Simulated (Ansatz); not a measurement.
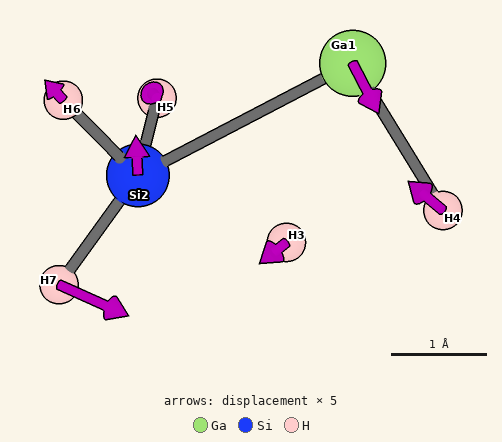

This is a constrained relaxation of GaSiH5. The starting structure is drawn; purple arrows show the displacements, magnified 5 times. The two geometries are superimposed by the best rigid fit.

Style: ball-and-stick. Shown at a tilt.

The reaction that was planned forms Si2–H3 and breaks Ga1–Si2, Ga1–H3 (atoms numbered from 1 in input order).

The calculation used RKS PBE0-D4/def2-SVP (Ansatz).

Input
```yaml
crystal:
  periodic: [false, false, false]
  atoms:
    - {symbol: Ga, position_ang: [-0.981500, -0.604400, 1.537300]}
    - {symbol: Si, position_ang: [0.701700, 0.418500, -0.351100]}
    - {symbol: H, position_ang: [-0.874300, -0.572400, -0.483400]}
    - {symbol: H, position_ang: [-2.313000, -1.367900, 0.405200]}
    - {symbol: H, position_ang: [1.797900, -0.254400, 0.382200]}
    - {symbol: H, position_ang: [0.489400, 1.758000, 0.237900]}
    - {symbol: H, position_ang: [1.179700, 0.622700, -1.728100]}
basis:
  gaussian: {orbitals: def2-SVP}
hamiltonian: {xc: pbe0, dispersion: d4}
relax: {f_tol: 0.08, max_steps: 120, escape_saddle: false, constraints: [{distance: [1, 2]}, {distance: [0, 1]}, {distance: [0, 2]}]}
```

Run as
```bash
ansatz run in.yaml --threads 2 --pin off --events-out ev --progress --plain --max-ram 4352MiB
```

**Describe the change and its energy.**

Over 2 geometry steps the energy falls by 5.55 kcal/mol. Largest force component: 0.95 eV/Å at the start, 0.069 eV/Å at the end. The largest move after the best rigid fit is that of H7, 0.18 Å. By element the largest moves are H 0.18 Å, Ga 0.14 Å, Si 0.09 Å. Among the contacts that change: Ga1–H4 1.907 → 1.668 Å, Si2–H7 1.472 → 1.501 Å, Si2–H5 1.481 → 1.491 Å. Among the angles between lasting bonds that change: Ga1–Si2–H7 154.1° → 140.8°, Ga1–Si2–H5 86.8° → 92.4°, H5–Si2–H6 108.7° → 112.6°. The run took 5.5 s on 2 threads of Arm Neoverse V2 (shared host).
